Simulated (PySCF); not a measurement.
# C5H10Te: the cost of one run

Computed with PySCF 2.14.0 and routines of our own; the level stands in each step. Atoms count from 0.

## Step 1: The system as given

16 atoms, charge 0, multiplicity 1; geometry from: GFN2-xTB.

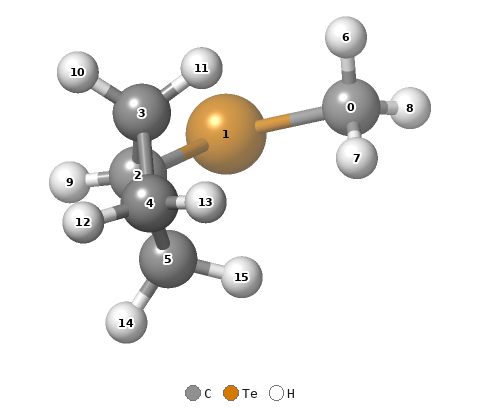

The starting geometry (carbon grey, tellurium orange, hydrogen white).

## Step 2: Geometry optimisation at PBE0-D3(BJ)/def2-SVP

What the job is given:

```
{"job": {"xc": "PBE0", "basis": "def2-SVP", "d3": "d3bj", "grid": 1, "maxiter": 30, "shake": 0.01, "kind": "geom"}, "charge": 0, "multiplicity": 1}
C      2.482750    -0.050260     0.583410
Te     1.712810     0.220660    -1.441640
C     -0.397040     0.209250    -0.881760
C     -0.785720     1.058120     0.321010
C     -1.622160    -0.152900     0.835590
C     -0.945070    -1.037760    -0.202200
H      2.483520     0.919740     1.106280
H      1.861220    -0.728950     1.110970
H      3.471350    -0.400450     0.537140
H     -0.919280     0.464740    -1.771720
H     -1.401500     1.946670     0.095000
H      0.004110     1.333270     0.993770
H     -2.718950    -0.034110     0.676510
H     -1.458630    -0.413300     1.892630
H     -1.607050    -1.660950    -0.814770
H     -0.179400    -1.676140     0.238010
```

Launch:

```sh
$ OMP_NUM_THREADS=1 python heavy_run.py task.json out
```

This one command runs all jobs of the session in turn.

**Question.** How long does this first job take on 1 thread of Arm Neoverse N1, shared host, and how much memory does it need?

About 2.9 min, with a peak of 0.59 GiB.
